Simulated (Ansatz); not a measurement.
## Geometry relaxation, with input and output: BSiH₆OF (part 2 of 2)

BSiH₆OF; RKS LDA/6-31G* (Ansatz 0.2.0). It belongs to a series of runs on one base structure; here: end point B relaxed.

Geometry of the input (Å):
```
B  0.2749  0.4558  -0.3180
H  -0.6286  -0.0959  1.8313
O  1.4667  -0.0650  -0.6785
H  1.3658  -0.9763  -1.0342
F  -0.8245  -0.2793  -0.5157
Si 0.1964  2.2472  0.4988
H  1.1125  2.3037  1.6900
H  0.6290  3.3354  -0.4471
H  -1.1912  2.5713  0.9724
H  -0.2920  0.3395  2.2959
```

Trajectory as extended XYZ (Å, eV, eV/Å), 11 of the 29 frames kept, from step=1 to step=29
```
10
Properties=species:S:1:pos:R:3:forces:R:3 step=1 energy=-13343.57920
B     0.2749    0.4558   -0.3180    0.1198  -0.5408  -0.4543
H    -0.6286   -0.0959    1.8313   -0.9192  -1.1358  -1.0182
O     1.4667   -0.0650   -0.6785    0.0047   0.0226   0.0473
H     1.3658   -0.9763   -1.0342   -0.0171  -0.0009  -0.0309
F    -0.8245   -0.2793   -0.5157   -0.0118  -0.0168   0.0270
Si    0.1964    2.2472    0.4988    0.0057   0.7033   0.1420
H     1.1125    2.3037    1.6900    0.0013   0.0001   0.0017
H     0.6290    3.3354   -0.4471    0.0024  -0.0044  -0.0004
H    -1.1912    2.5713    0.9724    0.0006  -0.0021   0.0031
H    -0.2920    0.3395    2.2959    0.8134   0.9749   1.2826
10
Properties=species:S:1:pos:R:3:forces:R:3 step=4 energy=-13343.69116
B     0.3114    0.4737   -0.3826   -0.0212  -0.1991  -0.1138
H    -0.7943   -0.2055    2.0480    0.0367   0.0459   0.0348
O     1.5002   -0.0393   -0.7637   -0.0412   0.0575   0.0263
H     1.3964   -0.9516   -1.1177   -0.0097   0.0182  -0.0056
F    -0.7850   -0.2783   -0.5370    0.0794   0.0761   0.0545
Si    0.2240    2.3078    0.4367   -0.0095   0.0335   0.0891
H     1.1400    2.3609    1.6293   -0.0026   0.0215  -0.0105
H     0.6546    3.3903   -0.5131    0.0079  -0.0125  -0.0192
H    -1.1653    2.6225    0.9135    0.0085   0.0098  -0.0146
H    -0.3730    0.1560    2.5816   -0.0483  -0.0508  -0.0410
10
Properties=species:S:1:pos:R:3:forces:R:3 step=7 energy=-13343.70354
B     0.3398    0.4657   -0.3656    0.0916  -0.0334  -0.0318
H    -0.8465   -0.1702    2.0271    0.1075   0.0696   0.1964
O     1.5073    0.0164   -0.8765   -0.1699   0.0263   0.0594
H     1.4154   -0.9067   -1.2051    0.0091   0.0096  -0.0148
F    -0.7265   -0.3411   -0.3812    0.0685   0.0142   0.0172
Si    0.2498    2.3167    0.4332    0.0133   0.0014  -0.0251
H     1.1880    2.4244    1.6042   -0.0135  -0.0043  -0.0068
H     0.6621    3.3625   -0.5673   -0.0003  -0.0165   0.0137
H    -1.1350    2.6458    0.9113    0.0039  -0.0021   0.0043
H    -0.5454    0.0230    2.7149   -0.1102  -0.0647  -0.2126
10
Properties=species:S:1:pos:R:3:forces:R:3 step=9 energy=-13343.70840 accepted=F
B     0.3723    0.4404   -0.3382   -0.3257   0.0972  -0.1028
H    -0.7784   -0.1060    2.0094   -0.0246  -0.0183  -0.0603
O     1.4770    0.0624   -0.9996    0.2461  -0.0900  -0.0075
H     1.4188   -0.8715   -1.3042   -0.0345   0.0253  -0.0301
F    -0.6500   -0.4192   -0.2457    0.0840  -0.0137   0.0883
Si    0.2570    2.2957    0.4441    0.0575   0.0048   0.0266
H     1.1814    2.4084    1.6249   -0.0137   0.0103   0.0149
H     0.6880    3.3329   -0.5553    0.0028  -0.0110  -0.0051
H    -1.1314    2.6331    0.9049    0.0005  -0.0196   0.0019
H    -0.7257    0.0602    2.7547    0.0077   0.0150   0.0742
10
Properties=species:S:1:pos:R:3:forces:R:3 step=12 energy=-13343.71486 accepted=F
B     0.3941    0.4374   -0.3561    0.0264  -0.2190  -0.1356
H    -0.8201   -0.1155    2.0917   -0.0045   0.0430   0.1492
O     1.4518    0.1138   -1.1396   -0.3396   0.0228   0.2393
H     1.4123   -0.8278   -1.4228   -0.0097   0.0057  -0.0084
F    -0.5396   -0.4954   -0.0929    0.3221   0.2056  -0.1034
Si    0.2705    2.2920    0.4267    0.0206   0.0099   0.0307
H     1.1307    2.3754    1.6607   -0.0280  -0.0030  -0.0260
H     0.7674    3.3323   -0.5385   -0.0075  -0.0220   0.0124
H    -1.1357    2.6375    0.8284    0.0194  -0.0076  -0.0100
H    -0.8225    0.0870    2.8373    0.0009  -0.0353  -0.1481
10
Properties=species:S:1:pos:R:3:forces:R:3 step=15 energy=-13343.71998
B     0.4087    0.4274   -0.3595   -0.0296  -0.1176   0.0030
H    -0.8322   -0.0865    2.1097   -0.0016   0.0328   0.1082
O     1.4340    0.1324   -1.1870   -0.1661  -0.0312   0.0873
H     1.3989   -0.8085   -1.4741    0.0085   0.0083  -0.0036
F    -0.4799   -0.5321   -0.0530    0.1971   0.1461  -0.0866
Si    0.2739    2.2763    0.4346   -0.0048   0.0034   0.0069
H     1.1086    2.3521    1.6854   -0.0178  -0.0011  -0.0180
H     0.7856    3.3192   -0.5192   -0.0017  -0.0116   0.0154
H    -1.1402    2.6174    0.8107    0.0159  -0.0010  -0.0034
H    -0.8485    0.1388    2.8472    0.0001  -0.0282  -0.1093
10
Properties=species:S:1:pos:R:3:forces:R:3 step=18 energy=-13343.72435
B     0.4461    0.4090   -0.3560    0.0706  -0.1121  -0.0837
H    -0.8501   -0.0437    2.1424    0.0032  -0.0051  -0.0076
O     1.3844    0.1660   -1.2975   -0.1450  -0.0021   0.1233
H     1.3706   -0.7791   -1.5735    0.0021   0.0270   0.0010
F    -0.3375   -0.6022    0.0443    0.0758   0.0860  -0.0370
Si    0.2825    2.2492    0.4507   -0.0044  -0.0131  -0.0164
H     1.0763    2.3141    1.7262   -0.0010   0.0048   0.0066
H     0.8130    3.3016   -0.4794    0.0062   0.0045   0.0046
H    -1.1434    2.5759    0.7892   -0.0043   0.0062   0.0022
H    -0.9329    0.2455    2.8485   -0.0032   0.0038   0.0070
10
Properties=species:S:1:pos:R:3:forces:R:3 step=21 energy=-13343.72537 accepted=F
B     0.4972    0.3980   -0.3447   -0.0180  -0.2299  -0.0396
H    -0.8464   -0.0393    2.1951   -0.0333   0.0526   0.1099
O     1.2884    0.2002   -1.4226   -0.1575  -0.0337   0.1975
H     1.2982   -0.7498   -1.6820    0.0018   0.0329  -0.0004
F    -0.1396   -0.6594    0.1922    0.1744   0.2412  -0.1534
Si    0.3019    2.2402    0.4507   -0.0008   0.0047   0.0328
H     1.0027    2.3026    1.7823   -0.0166  -0.0001  -0.0348
H     0.8943    3.2933   -0.4414   -0.0077  -0.0128   0.0086
H    -1.1449    2.5704    0.6955    0.0249  -0.0033  -0.0080
H    -1.0427    0.2802    2.8698    0.0327  -0.0516  -0.1127
10
Properties=species:S:1:pos:R:3:forces:R:3 step=23 energy=-13343.72733
B     0.4962    0.3956   -0.3430    0.0026  -0.0763  -0.0345
H    -0.8456   -0.0374    2.1931   -0.0150   0.0233   0.0485
O     1.2882    0.2002   -1.4175   -0.0736  -0.0217   0.0926
H     1.2978   -0.7482   -1.6812    0.0022   0.0184  -0.0024
F    -0.1407   -0.6591    0.1861    0.0677   0.0841  -0.0537
Si    0.3010    2.2376    0.4528   -0.0015   0.0078   0.0203
H     1.0011    2.3032    1.7835   -0.0079  -0.0008  -0.0196
H     0.8925    3.2893   -0.4408   -0.0014  -0.0066   0.0044
H    -1.1447    2.5709    0.6964    0.0131  -0.0052  -0.0048
H    -1.0369    0.2843    2.8655    0.0139  -0.0230  -0.0508
10
Properties=species:S:1:pos:R:3:forces:R:3 step=26 energy=-13343.72778
B     0.5061    0.3910   -0.3345   -0.0338   0.0459  -0.0088
H    -0.8516   -0.0332    2.1892    0.0015  -0.0039  -0.0070
O     1.2727    0.2049   -1.4249    0.0317  -0.0002  -0.0232
H     1.2872   -0.7410   -1.6945   -0.0022  -0.0131  -0.0029
F    -0.1099   -0.6665    0.2044   -0.0027  -0.0372   0.0210
Si    0.3047    2.2335    0.4582    0.0072   0.0006   0.0016
H     1.0071    2.3050    1.7854   -0.0002   0.0063   0.0073
H     0.8895    3.2841   -0.4404    0.0032  -0.0004   0.0015
H    -1.1415    2.5615    0.7007   -0.0014  -0.0024   0.0020
H    -1.0555    0.2971    2.8514   -0.0032   0.0043   0.0085
10
Properties=species:S:1:pos:R:3:forces:R:3 step=29 energy=-13343.72821
B     0.5201    0.3877   -0.3314    0.0109  -0.0143  -0.0047
H    -0.8590   -0.0290    2.1975   -0.0024   0.0042   0.0078
O     1.2396    0.2130   -1.4570   -0.0197   0.0026   0.0229
H     1.2647   -0.7342   -1.7221   -0.0031  -0.0061   0.0027
F    -0.0375   -0.6830    0.2471    0.0146   0.0179  -0.0195
Si    0.3121    2.2297    0.4614   -0.0027   0.0007  -0.0013
H     0.9988    2.3052    1.7967    0.0025  -0.0017   0.0029
H     0.9026    3.2813   -0.4320    0.0006   0.0006  -0.0008
H    -1.1373    2.5542    0.6903   -0.0029   0.0007  -0.0012
H    -1.0950    0.3115    2.8443    0.0023  -0.0046  -0.0088
```

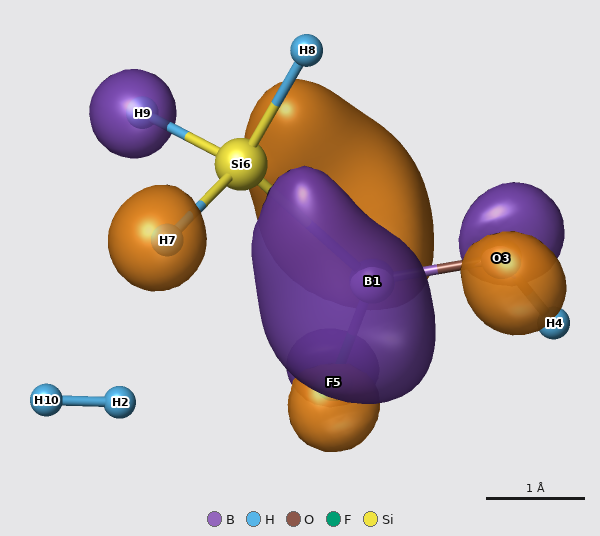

**Figure 1.** One frontier orbital at ±0.15 Å⁻³ᐟ² (orange and purple are the two phases), seen at a tilt. The LUMO, at −1.33 eV. Its weight (Hirshfeld) is mainly on B1 (40 %), Si6 (20 %), O3 (15 %) and F5 (10 %).

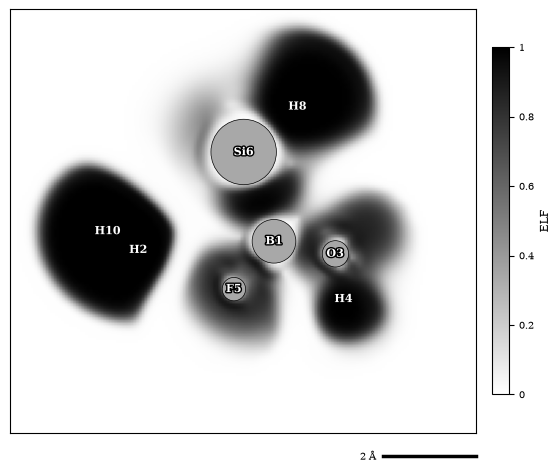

**Figure 2.** Electron localisation function on the plane of atoms B1, Si6 and H8. Grey discs, where drawn, cover atomic cores. The section cuts through B, H, O, F and Si sites. F5···H2 (2.22 Å): the ELF is only about 0.05 between them; a non-bonded, intermolecular contact. B–F (1.34 Å): the ELF peaks at about 0.85 between the atoms (a shared but strongly polarised pair). B–O (1.35 Å): the ELF peaks at about 0.90 between the atoms, which marks a shared but strongly polarised pair. H–H (0.77 Å): the ELF peaks at about 1 between the atoms (a covalent bond by its length).

Key numbers

```tsv
quantity	value
outcome	converged
total energy	−13343.7282 eV
mean-field energy	−13343.7282 eV
largest force (length of the vector) at the end	0.030 eV/Å
wall time	44 s
peak memory	0.14 GiB
```
